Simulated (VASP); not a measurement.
Band structure of YN (relaxed from the alpha-GeTe structure, space group Fm-3m). Method: r2SCAN meta-GGA, VASP's PBE PAW potentials (set 64) (plane waves; VASP 6.6.1).

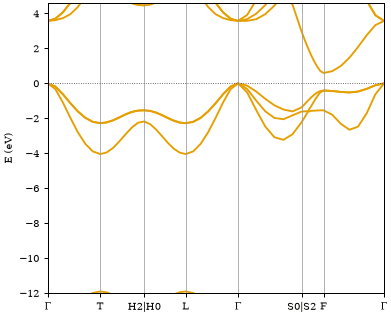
*Bands along high-symmetry lines, zero at the valence-band maximum or, without a gap, the Fermi level*

**Question.** Read the plot: is there a gap, and where are the band edges?

**Answer.** The gap is indirect, 0.60 eV, from the valence maximum at Γ to the conduction minimum at F.

The structure was generated: YN was put into the alpha-GeTe type (R3m), which need not be its known phase. It was relaxed first. The relaxed cell has space group Fm-3m.
